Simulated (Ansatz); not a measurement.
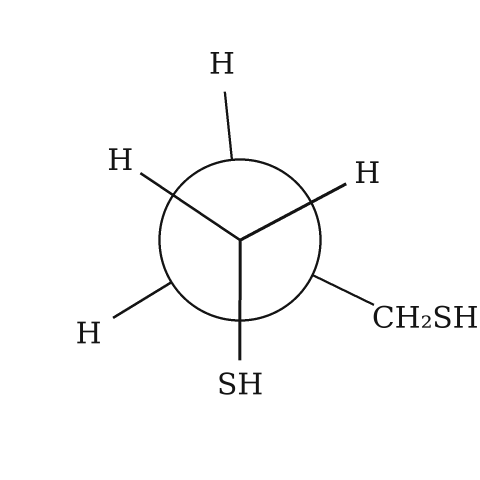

A Newman projection along the C–C bond, carbon in front; angles are drawn as computed, but eclipsed bonds slightly apart. The geometry was computed by an optimisation with PBE0-D4/def2-TZVP.

### Which molecule is it?

C3H8S2, SCCCS

### What is the torsion angle from the front SH to the back CH2SH? The sign is positive where the front bond must turn clockwise to cover the back bond.

−64°, synclinal (gauche). The conformation about this bond is staggered.
